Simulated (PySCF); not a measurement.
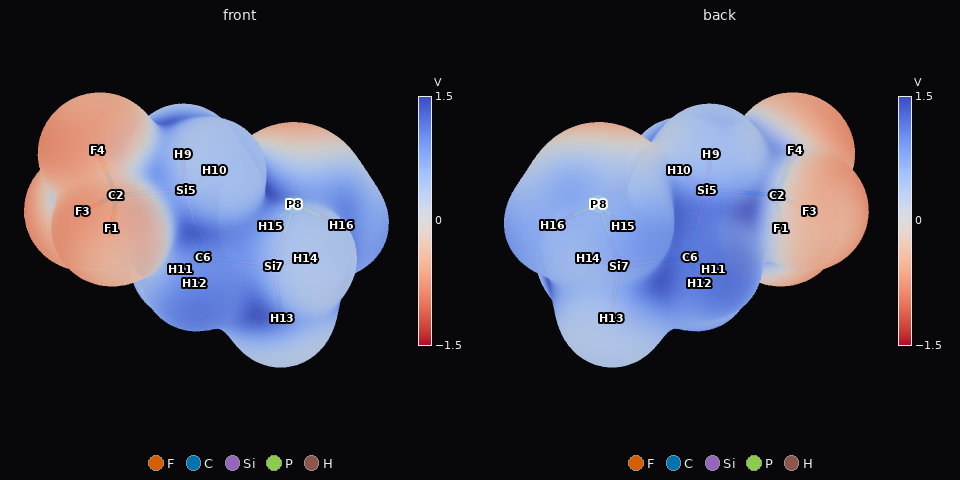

Figure. C₂H₈F₃PSi₂. The electrostatic potential painted on the density surface at 0.002 e/bohr³, seen from the front and from behind; the colour scale runs from red (negative) to blue (positive).

Geometry: GFN2-xTB.

These are results of PySCF 2.14.0, CAM-B3LYP/def2-SVPD, SCF density, gas phase, not measurements.

```yaml
atoms:
  - { symbol: F, position_ang: [-3.1478, -1.2457, 0.4681] }
  - { symbol: C, position_ang: [-2.8161, -0.0288, -0.0148] }
  - { symbol: F, position_ang: [-2.9271, -0.1224, -1.3570] }
  - { symbol: F, position_ang: [-3.7962, 0.8068, 0.3821] }
  - { symbol: Si, position_ang: [-1.0467, 0.5509, 0.5587] }
  - { symbol: C, position_ang: [0.1199, -0.8018, -0.0561] }
  - { symbol: Si, position_ang: [1.9060, -0.6352, 0.5950] }
  - { symbol: P, position_ang: [2.5502, 1.4792, 0.2513] }
  - { symbol: H, position_ang: [-0.8746, 1.8536, -0.0795] }
  - { symbol: H, position_ang: [-1.1662, 0.6369, 2.0138] }
  - { symbol: H, position_ang: [0.1308, -0.7948, -1.1475] }
  - { symbol: H, position_ang: [-0.2605, -1.7810, 0.2353] }
  - { symbol: H, position_ang: [2.7510, -1.6467, -0.0556] }
  - { symbol: H, position_ang: [1.9336, -0.8532, 2.0444] }
  - { symbol: H, position_ang: [2.7520, 1.3439, -1.1109] }
  - { symbol: H, position_ang: [3.8842, 1.2472, 0.5288] }
```

### Describe the electrostatic potential map.

The most negative region (about −0.8 V, or −18 kcal/mol for a unit charge) lies over F1, F3 and F4, the most positive (about +1.4 V, or +32 kcal/mol for a unit charge) over Si5 and Si7.
